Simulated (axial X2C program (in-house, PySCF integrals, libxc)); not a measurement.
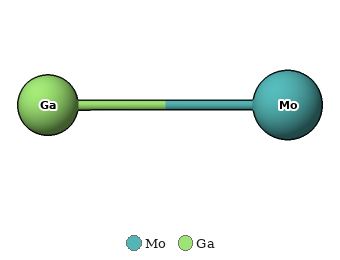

Fig. 1: The molecule at the reference distance of 2.751 Å.

# MoGa: relativistic diatomic calculation

MoGa, single determinant with M_S = 5/2 and |Λ| = 0. Computed at this level: HF, spin-free X2C-1e, Mo dyall-cv3z, Ga dyall-cv3z (cores contracted) (axial X2C program (in-house, PySCF integrals, libxc)).

Results in brief:

```tsv
quantity	value
outcome	converged
largest ⟨S²⟩ along the curve	9.40
hardware	1 thread of Arm Neoverse N1, 60 GiB of memory available, shared host
wall time	7.8 s
peak memory	0.7 GiB
```

Notes:

Hartree–Fock lacks correlation, so it usually binds too weakly. Caveats: 6 of the 10 points asked for were kept.

Input file:
```
{"zs": [42, 31], "q": 0, "bas": ["dyall-cv3z", "dyall-cv3z"], "levels": ["PBE0", "HF", "r2SCAN"], "cc": true, "r0": 2.62, "thr": -1.0, "nmax": 90, "npts": 10, "nst": 2, "ntry": 6}
```

The line is the task of a batch: nuclear charges, charge, bases, the levels to run, a first guess of the distance and further settings. This report covers HF without spin-orbit coupling. The log is that of the reference distance 2.751 Å.

Launched within a batch (the task file carries these settings):
```bash
python <driver script> task.json out
```

Log:
```
spin-free X2C-1e  HF
basis functions 262  fitting functions 1307  grid points 5803
iter        total energy     max residual
   1      -5988.423701910     3.04e-01
   2      -5988.464256774     8.65e-03
   3      -5988.468152216     8.77e-03
   4      -5988.469540528     3.23e-03
   5      -5988.470725273     2.20e-03
   6      -5988.471462930     1.16e-03
   7      -5988.471698052     8.09e-04
   8      -5988.471790851     5.07e-04
   9      -5988.471832679     1.89e-04
  10      -5988.471842228     8.36e-05
  11      -5988.471844004     4.83e-05
  12      -5988.471844341     1.70e-05
  13      -5988.471844371     9.80e-06
  14      -5988.471844379     4.53e-06
  15      -5988.471844380     1.40e-06
converged
one-electron -8795.36365919  Coulomb 2753.74010945  exact exchange -197.29857767  xc functional 0.00000000  nuclear repulsion 250.45028303
correlated 9  virtual 355  natural virtual 90  E(MP2) -0.146871253  MP2 remainder -0.005041529
iter   CCSD correlation   residual
   1     -0.156344371   1.32e-01
   2     -0.163789586   7.01e-02
   3     -0.166050594   3.71e-02
   4     -0.167414138   2.24e-02
   5     -0.167946712   9.24e-03
   6     -0.168009098   3.09e-03
   7     -0.168046775   1.30e-03
   8     -0.168050121   5.57e-04
   9     -0.168051868   2.42e-04
  10     -0.168052536   1.00e-04
  11     -0.168052893   4.96e-05
  12     -0.168053316   2.08e-05
  13     -0.168053568   1.02e-05
  14     -0.168053747   4.35e-06
  15     -0.168053834   2.03e-06
  16     -0.168053890   9.45e-07
  17     -0.168053900   3.65e-07
(T) -0.008245193558077343  T1 0.0738  D1 0.1614  max T2 0.089
```

The points of the curve:

| R (Å) | E (hartree) | dipole (D; origin at the first atom, positive when the second is positive) | highest filled (eV) | lowest empty (eV) |
| --- | --- | --- | --- | --- |
| 2.586 | −5988.462873 | −0.39 | −5.94 | 0.03 |
| 2.668 | −5988.468056 | −0.27 | −5.95 | 0.06 |
| 2.751 | −5988.471844 | −0.12 | −5.96 | 0.09 |
| 2.847 | −5988.474941 | 0.07 | −5.97 | 0.11 |
| 2.944 | −5988.476975 | 0.28 | −5.97 | 0.14 |
| 3.067 | −5988.478486 | 0.54 | −5.98 | 0.17 |

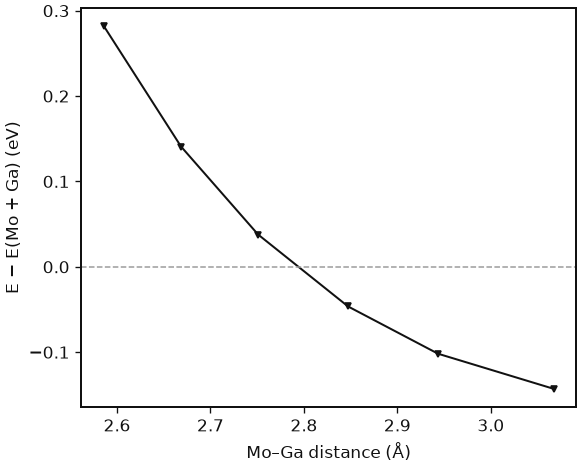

Fig. 2: Energy at 6 bond lengths, for one set of occupations held fixed; the line joins the points. The lowest point is at 3.07 Å, the end of the range, so no minimum is bracketed. The lowest point lies 0.14 eV below Mo + Ga.

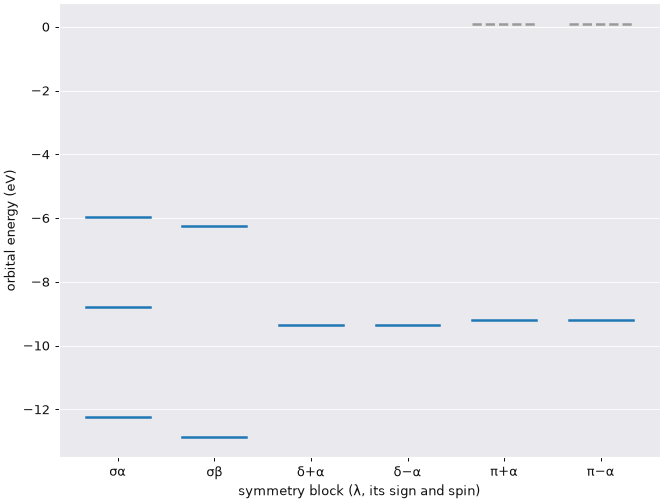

Fig. 3: Orbital energies near the frontier at 2.75 Å, filled (solid) and empty (dashed); a label such as π−α means λ = −1 and α spin. The highest filled orbital (σα; 57 % Mo s, 23 % Ga p) lies at −5.96 eV, the lowest empty one (π+α; 61 % Mo p, 37 % Ga p) at 0.09 eV.
